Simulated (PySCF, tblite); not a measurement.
# C₆H₁₁ClOSi: geometry, infrared bands and NMR shifts

Aim: predict the infrared bands and NMR shifts of C₆H₁₁ClOSi (`OC[C@@H]1C=C[C@@H](Cl)[C@@H]1[SiH3]`).

The runs use tblite 0.8.0 and PySCF 2.14.0, with density-fitted response routines of our own; the level of theory stands in each step. All values are computed, except where a source is named. Atoms are numbered from 0 throughout.

## Step 1: The starting structure

20 atoms, charge 0, multiplicity 1; geometry from: force field or distance geometry start.

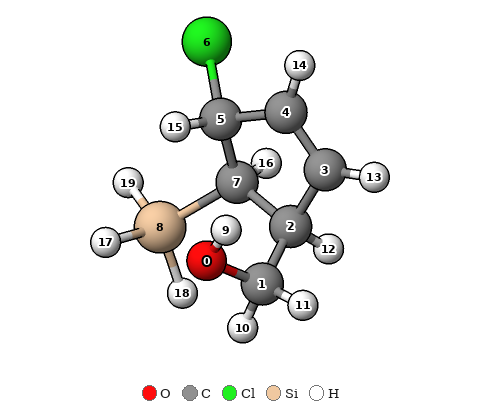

As it starts; oxygen red, carbon grey, chlorine green, silicon light orange, hydrogen white, atoms numbered.

## Step 2: Optimising the geometry with GFN2-xTB

Job settings and geometry (Å):

```
{"job": {"kind": "relax", "xc": "GFN2-xTB", "basis": "xTB"}, "charge": 0, "multiplicity": 1}
O      1.213700    -0.877100     1.541600
C      1.087600    -1.499000     0.262100
C      0.485100    -0.570900    -0.776800
C      1.411200     0.590100    -1.076000
C      0.964600     1.727000    -0.532600
C     -0.349000     1.541800     0.160600
Cl    -1.440200     2.884500    -0.251000
C     -0.822800     0.199000    -0.398700
Si    -2.127400    -0.687000     0.605200
H      1.918500    -0.220100     1.478500
H      0.472100    -2.400500     0.395000
H      2.084700    -1.846400    -0.033800
H      0.307000    -1.136700    -1.693000
H      2.346400     0.475700    -1.613400
H      1.482700     2.684400    -0.594000
H     -0.201000     1.542900     1.261100
H     -1.330800     0.395500    -1.360800
H     -1.761800    -0.770200     2.036800
H     -2.321800    -2.054600     0.076300
H     -3.424100     0.032400     0.509900
```

Launch:

```sh
OMP_NUM_THREADS=1 python probes_run.py task.json out
```

One launch serves the whole session: the jobs run in the order shown.

Log:

```text
step      E/eV     max force
  0    -782.97526    1.380
  1    -783.04596    0.615
  2    -783.06940    0.546
  3    -783.08153    0.259
  4    -783.09304    0.277
  5    -783.10144    0.199
  6    -783.10638    0.157
  7    -783.11042    0.126
  8    -783.11388    0.135
  9    -783.11688    0.131
 10    -783.11907    0.111
 11    -783.12097    0.106
 12    -783.12307    0.106
 13    -783.12558    0.132
 14    -783.12837    0.150
 15    -783.13124    0.126
 16    -783.13420    0.142
 17    -783.13713    0.110
 18    -783.13954    0.098
 19    -783.14134    0.101
 20    -783.14281    0.080
 21    -783.14404    0.085
 22    -783.14511    0.083
 23    -783.14610    0.085
 24    -783.14697    0.074
 25    -783.14764    0.056
 26    -783.14809    0.051
 27    -783.14846    0.045
 28    -783.14885    0.054
 29    -783.14924    0.052
 30    -783.14957    0.041
 31    -783.14984    0.038
 32    -783.15013    0.041
 33    -783.15049    0.055
 34    -783.15085    0.049
 35    -783.15113    0.052
 36    -783.15137    0.050
 37    -783.15166    0.052
 38    -783.15203    0.063
 39    -783.15238    0.048
 40    -783.15265    0.034
 41    -783.15286    0.032
 42    -783.15310    0.042
 43    -783.15337    0.047
 44    -783.15362    0.035
 45    -783.15384    0.034
 46    -783.15404    0.031
 47    -783.15421    0.027
 48    -783.15435    0.027
 49    -783.15447    0.025
 50    -783.15459    0.031
 51    -783.15472    0.034
 52    -783.15485    0.029
 53    -783.15495    0.024
 54    -783.15504    0.024
 55    -783.15515    0.025
 56    -783.15526    0.028
 57    -783.15536    0.031
 58    -783.15546    0.031
 59    -783.15555    0.025
 60    -783.15565    0.023
 61    -783.15572    0.020
 62    -783.15578    0.017
 63    -783.15583    0.017
 64    -783.15591    0.022
 65    -783.15599    0.024
 66    -783.15605    0.017
 67    -783.15609    0.015
 68    -783.15613    0.015
 69    -783.15617    0.015
 70    -783.15623    0.020
 71    -783.15628    0.023
 72    -783.15632    0.017
 73    -783.15635    0.012
 74    -783.15637    0.008
```

Run time: 1.2 s. Hardware: 1 thread of Arm Neoverse N1, shared host.

Along the way: (not every step is listed)

| step | energy from step 0 (eV) | largest force (eV/Å) |
| --- | --- | --- |
| 0 | 0.0000 | 1.3805 |
| 1 | -0.0707 | 0.6154 |
| 2 | -0.0941 | 0.5458 |
| 3 | -0.1063 | 0.2587 |
| 4 | -0.1178 | 0.2774 |
| 5 | -0.1262 | 0.1989 |
| 6 | -0.1311 | 0.1566 |
| 7 | -0.1352 | 0.1263 |
| 8 | -0.1386 | 0.1345 |
| 14 | -0.1531 | 0.1501 |
| 20 | -0.1676 | 0.0798 |
| 26 | -0.1728 | 0.0509 |
| 32 | -0.1749 | 0.0408 |
| 38 | -0.1768 | 0.0631 |
| 44 | -0.1784 | 0.0351 |
| 50 | -0.1793 | 0.0310 |
| 56 | -0.1800 | 0.0281 |
| 62 | -0.1805 | 0.0175 |
| 68 | -0.1809 | 0.0147 |
| 69 | -0.1809 | 0.0151 |
| 70 | -0.1810 | 0.0201 |
| 71 | -0.1810 | 0.0230 |
| 72 | -0.1811 | 0.0171 |
| 73 | -0.1811 | 0.0118 |
| 74 | -0.1811 | 0.0081 |

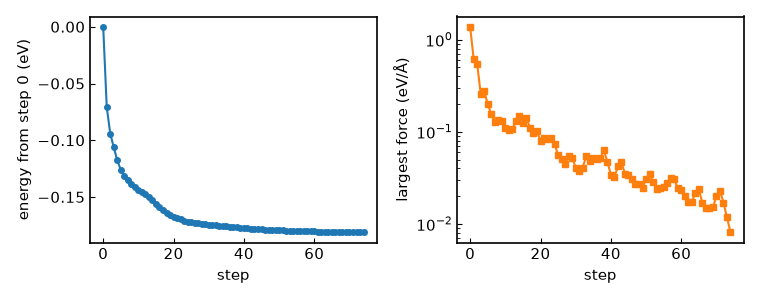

Energy and largest force along the relaxation.

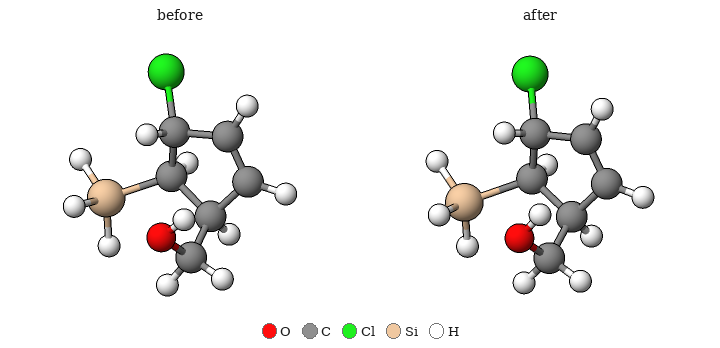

Before and after, at one scale.

Distances of close pairs at the start and the end, largest changes first:

```csv
bond,before (Å),after (Å),change (Å)
C7–Si8,1.869,1.909,+0.040
O0–C1,1.428,1.404,-0.024
Si8–H17,1.480,1.457,-0.023
Si8–H19,1.486,1.464,-0.022
C1–C2,1.518,1.540,+0.022
C2–C7,1.564,1.544,-0.020
C5–H15,1.110,1.093,-0.017
C5–Cl6,1.778,1.794,+0.016
```

The next job starts from the end point, and lists it.

## Step 3: Infrared spectrum with GFN2-xTB

Job settings and geometry (Å):

```
{"job": {"kind": "ir", "xc": "GFN2-xTB", "basis": "xTB"}, "charge": 0, "multiplicity": 1}
O      1.132075    -0.876620     1.499344
C      1.026752    -1.490570     0.240873
C      0.488320    -0.542758    -0.846310
C      1.455931     0.594443    -1.025744
C      1.012877     1.712544    -0.472827
C     -0.361402     1.534107     0.089684
Cl    -1.450751     2.857866    -0.439194
C     -0.821210     0.175686    -0.454301
Si    -2.038416    -0.734439     0.701656
H      1.698772    -0.100316     1.413703
H      0.344353    -2.331543     0.377688
H      2.003304    -1.884692    -0.079842
H      0.366961    -1.131214    -1.759845
H      2.416651     0.450688    -1.490683
H      1.523068     2.658414    -0.420840
H     -0.365856     1.588771     1.181796
H     -1.347906     0.378260    -1.392933
H     -1.488220    -0.890521     2.041732
H     -2.341749    -2.029682     0.084739
H     -3.258702     0.072257     0.748268
```

Log:

```text
mode    cm-1     km/mol
  1      52.2      1.19
  2     103.1      4.69
  3     113.6      0.91
  4     145.6      2.61
  5     172.8      0.06
  6     204.4      5.97
  7     256.7      2.36
  8     316.7     40.32
  9     338.5      4.91
 10     388.4    149.60
 11     432.1      3.45
 12     454.2     29.86
 13     543.1     25.82
 14     555.2     55.48
 15     665.8     16.36
 16     735.8     16.72
 17     764.9    123.69
 18     776.5     93.29
 19     783.1     28.89
 20     793.9    216.31
 21     799.6    267.49
 22     839.5     20.95
 23     877.8      7.92
 24     892.1     29.46
 25     945.7      4.07
 26    1006.4      7.38
 27    1030.9     32.66
 28    1048.8      3.81
 29    1092.6     19.05
 30    1099.9      4.16
 31    1128.2     35.47
 32    1151.1     13.36
 33    1169.6     18.36
 34    1197.8     30.76
 35    1229.4      1.72
 36    1258.1      4.34
 37    1268.3      2.99
 38    1282.8      6.35
 39    1300.2     15.22
 40    1319.6     19.49
 41    1346.0     45.11
 42    1476.1      2.67
 43    1681.3      3.63
 44    2240.9    316.16
 45    2271.1    257.32
 46    2328.1    214.06
 47    2864.0     78.00
 48    2918.8     10.61
 49    2928.3     25.50
 50    2948.5     45.93
 51    2986.3     29.62
 52    3108.5     26.51
 53    3129.3     27.27
 54    3515.5     14.00
```

Run time: 1.7 s. Hardware: 1 thread of Arm Neoverse N1, shared host.

Which atoms move in the most intense modes:

| cm⁻¹ | km/mol | atoms |
| --- | --- | --- |
| 388 | 149.6 | H9 60 % |
| 765 | 123.7 | H18 26 %, H17 19 %, C2 15 % |
| 776 | 93.3 | H18 25 %, C2 19 %, H17 16 % |
| 794 | 216.3 | H19 49 %, H18 31 %, H17 14 % |
| 800 | 267.5 | H19 34 %, H17 31 %, Si8 10 % |
| 2241 | 316.2 | H18 97 % |
| 2271 | 257.3 | H19 97 % |
| 2328 | 214.1 | H17 97 % |

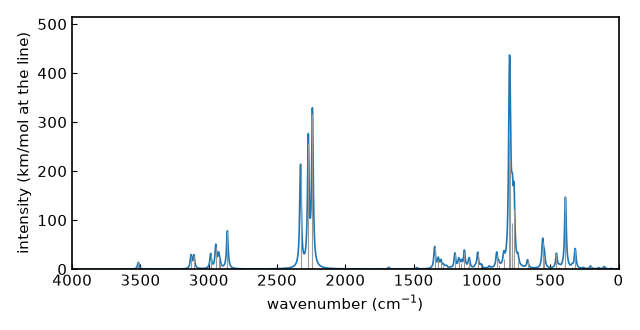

The infrared spectrum from these modes, unscaled. Lines are broadened to a width of 14 cm⁻¹ (Lorentzian).

## Step 4: NMR shieldings: PBE0/pcSseg-1

Same as in step 3 but for these lines:

```diff
@@ -1,2 +1,2 @@
-{"job": {"kind": "ir", "xc": "GFN2-xTB", "basis": "xTB"}, "charge": 0, "multiplicity": 1}
+{"job": {"kind": "nmr", "xc": "PBE0", "basis": "pcSseg-1"}, "charge": 0, "multiplicity": 1}
 O      1.132075    -0.876620     1.499344
```

With the program's defaults for keys left out, this is: GIAO PBE0/pcSseg-1 NMR shielding, non-relativistic, gas phase.

Log:

```text
coarse grid: 17672 points
cycle   1  E = -1059.2903864834  dE =  1.166e+00  |g| = 6.519e-01  |ddm| = 4.058e+00
cycle   2  E = -1059.2329819841  dE =  5.740e-02  |g| = 8.794e-01  |ddm| = 1.320e+00
cycle   3  E = -1059.3751459798  dE = -1.422e-01  |g| = 8.355e-02  |ddm| = 8.267e-01
cycle   4  E = -1059.3763544444  dE = -1.208e-03  |g| = 3.266e-02  |ddm| = 1.019e-01
cycle   5  E = -1059.3765770598  dE = -2.226e-04  |g| = 8.588e-03  |ddm| = 3.823e-02
cycle   6  E = -1059.3765922533  dE = -1.519e-05  |g| = 3.264e-03  |ddm| = 1.217e-02
cycle   7  E = -1059.3765945412  dE = -2.288e-06  |g| = 1.026e-03  |ddm| = 3.929e-03
final grid: 161224 points
cycle   8  E = -1059.4396061516  dE = -4.805e-05  |g| = 1.101e-02  |ddm| = 4.156e-02
cycle   9  E = -1059.4395806679  dE =  2.548e-05  |g| = 1.552e-02  |ddm| = 2.317e-02
cycle  10  E = -1059.4396316376  dE = -5.097e-05  |g| = 1.342e-03  |ddm| = 1.429e-02
cycle  11  E = -1059.4396319753  dE = -3.377e-07  |g| = 3.518e-04  |ddm| = 1.554e-03
cycle  12  E = -1059.4396320007  dE = -2.549e-08  |g| = 1.463e-04  |ddm| = 4.419e-04
cycle  13  E = -1059.4396320057  dE = -4.964e-09  |g| = 3.852e-05  |ddm| = 1.654e-04
cycle  14  E = -1059.4396320060  dE = -3.299e-10  |g| = 8.237e-06  |ddm| = 4.043e-05
converged SCF energy = -1059.4396320060

GIAO shielding tensors (ppm)
atom      isotropic    diamagn.    paramagn.     s11        s22        s33       span
  0 O      306.203     391.397     -85.194    279.462    308.462    330.686     51.224
  1 C      120.314     243.448    -123.134     94.052    118.464    148.427     54.375
  2 C      129.633     247.270    -117.637    115.454    133.261    140.183     24.729
  3 C       44.904     256.445    -211.541    -57.233     49.019    142.924    200.157
  4 C       40.288     254.099    -213.812    -67.591     61.081    127.374    194.965
  5 C      114.426     243.798    -129.372     82.003    125.157    136.118     54.115
  6 Cl     748.527    1146.545    -398.018    523.917    662.051   1059.614    535.697
  7 C      148.659     249.277    -100.619    117.113    153.394    175.469     58.357
  8 Si     423.188     879.553    -456.365    385.731    418.463    465.370     79.639
  9 H       30.976      32.673      -1.697     21.567     30.192     41.170     19.603
 10 H       27.925      29.970      -2.046     25.417     26.182     32.175      6.758
 11 H       28.120      29.520      -1.400     22.765     26.918     34.678     11.913
 12 H       28.696      32.293      -3.597     25.153     26.418     34.517      9.364
 13 H       25.696      32.226      -6.530     24.268     25.871     26.950      2.682
 14 H       25.438      31.408      -5.970     23.660     25.881     26.774      3.114
 15 H       26.863      29.771      -2.908     22.456     28.084     30.049      7.593
 16 H       29.768      31.736      -1.968     25.630     29.451     34.224      8.594
 17 H       27.467      28.498      -1.030     23.282     27.353     31.767      8.485
 18 H       27.727      29.078      -1.351     24.072     25.483     33.627      9.555
 19 H       27.544      28.403      -0.859     23.367     26.488     32.777      9.410
```

Run time: 83 s. Hardware: 1 thread of Arm Neoverse N1, shared host; peak memory 1.1 GiB.

Shifts follow as δ = σ(reference) − σ, with reference shieldings (ppm) from runs at the same level and on the same kind of geometry: 1H TMS 31.72, 13C TMS 186.9, 29Si TMS 349.2, 17O H2O 336.1, 35Cl HCl 950. The references are single molecules in the gas phase, so shifts against H2O, NH3, PH3, H3PO4 or CFCl3 are not on the usual liquid scales and can be off by tens of ppm. Atoms listed in one row are averaged.

```
        atoms                                 environment  σ (ppm)  δ (ppm)  δ scaled to CDCl3
           C4                                   alkene CH     40.3    146.6              141.2
           C3                                   alkene CH     44.9    142.0              136.7
           C5                 allylic sp3 CH bonded to Cl    114.4     72.5               68.8
           C1                         sp3 CH2 bonded to O    120.3     66.6               63.1
           C2                              allylic sp3 CH    129.6     57.3               54.0
           C7                         sp3 CH bonded to Si    148.7     38.3               35.4
          H14                    hydrogen on an alkene CH    25.44     6.28               6.02
          H13                    hydrogen on an alkene CH    25.70     6.02               5.78
          H15  hydrogen on an allylic sp3 CH bonded to Cl    26.86     4.85               4.68
H17, H18, H19           hydrogen on a silicon bonded to C    27.58     4.14                  –
          H10          hydrogen on an sp3 CH2 bonded to O    27.92     3.79               3.68
          H11          hydrogen on an sp3 CH2 bonded to O    28.12     3.60               3.50
          H12               hydrogen on an allylic sp3 CH    28.70     3.02               2.95
          H16          hydrogen on an sp3 CH bonded to Si    29.77     1.95               1.94
           H9               hydrogen on an alcohol oxygen    30.98     0.74                  –
           O0                              alcohol oxygen    306.2     29.9                  –
          Cl6                        chlorine bonded to C      749      201                  –
          Si8                    silicon bonded to C, 3 H    423.2    -74.0                  –
```

The scaled column applies a straight-line fit of computed shieldings to shifts measured in CDCl3, with any fitted terms for Cl, Br or S neighbours (root-mean-square error 0.16 ppm for H, 1.9 ppm for C).

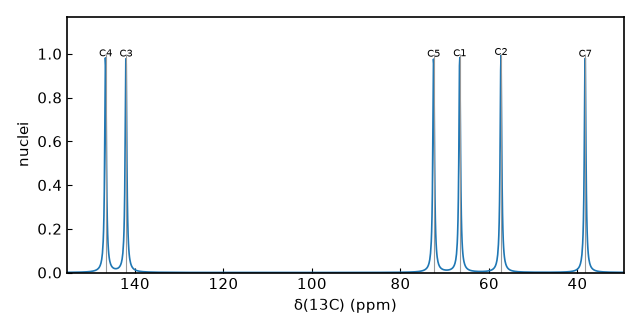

13C lines at the computed shifts, without couplings. Lines are broadened to a width of 0.43 ppm (Lorentzian).

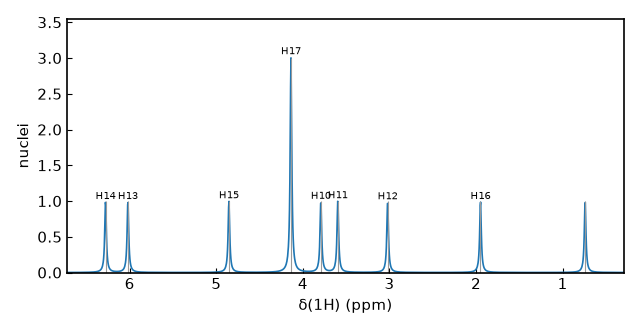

1H lines at the computed shifts, without couplings. Lines are broadened to a width of 0.02 ppm (Lorentzian).

The run also stored atomic charges by several schemes (e):

| atoms | Mulliken | IAO | Hirshfeld | ESP fit |
| --- | --- | --- | --- | --- |
| O0 | -0.45 | -0.55 | -0.21 | -0.54 |
| C1 | 0.11 | -0.05 | 0.00 | -0.04 |
| C2 | -0.28 | -0.13 | -0.03 | 0.17 |
| C3 | -0.08 | -0.15 | -0.04 | -0.17 |
| C4 | -0.02 | -0.16 | -0.05 | -0.18 |
| C5 | -0.23 | -0.09 | 0.00 | -0.13 |
| Cl6 | -0.12 | -0.13 | -0.07 | -0.14 |
| C7 | -0.39 | -0.38 | -0.12 | -0.36 |
| Si8 | 0.49 | 0.58 | 0.30 | 0.32 |

IAO charges:

O0 -0.55; C1 -0.05; C2 -0.13; C3 -0.15; C4 -0.16; C5 -0.09; Cl6 -0.13; C7 -0.38; Si8 0.58; H9 0.35; H10 0.15; H11 0.12; H12 0.14; H13 0.16; H14 0.16; H15 0.16; H16 0.16; H17 -0.10; H18 -0.12; H19 -0.11

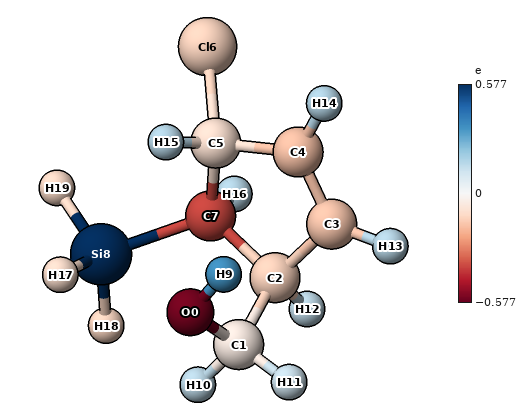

IAO charges, as colours on the atoms.

Mayer bond orders: O0–C1 0.96, C1–C2 0.97, C2–C3 1.01, C3–C4 1.84, C4–C5 0.99, C5–Cl6 1.00, C5–C7 0.94, C7–Si8 0.87, C7–C2 0.99.

Ring of atoms C2, C3, C4, C5, C7: NICS(0) -3.6, NICS(1) -3.9, NICS(1)zz -5.0 ppm (means of both faces).

The two faces differ (NICS(1)zz -2.3 and -7.8 ppm).

## Step 5: Summary of results

```
                                                              quantity                                                     value
                             strongest single infrared mode (GFN2-xTB)                                     2241 cm⁻¹, 316 km/mol
                                          zero-point energy (GFN2-xTB)                                             94.7 kcal/mol
                                13C shifts against TMS (PBE0/pcSseg-1)                  146.6, 142.0, 72.5, 66.6, 57.3, 38.3 ppm
1H shifts against TMS (PBE0/pcSseg-1, means over atoms taken as alike)  6.28, 6.02, 4.85, 4.14, 3.79, 3.60, 3.02, 1.95, 0.74 ppm
                                17O shifts against H2O (PBE0/pcSseg-1)                                                  29.9 ppm
                               35Cl shifts against HCl (PBE0/pcSseg-1)                                                   201 ppm
                               29Si shifts against TMS (PBE0/pcSseg-1)                                                 -74.0 ppm
```

What this shows: Relaxing lowered the energy by 0.181 eV in 74 steps; the close pair that moved most is C7–Si8, from 1.869 to 1.909 Å. All 54 modes are real, so the xTB geometry is a minimum. The strongest single mode, at 2241 cm⁻¹, moves mainly H18. Unscaled tight-binding wavenumbers are off by several per cent, some by more. Its intensities can rank the bands wrongly. At PBE0/pcSseg-1: Shielding is most anisotropic at Cl6 (span 536 ppm, paramagnetic term -398 ppm).
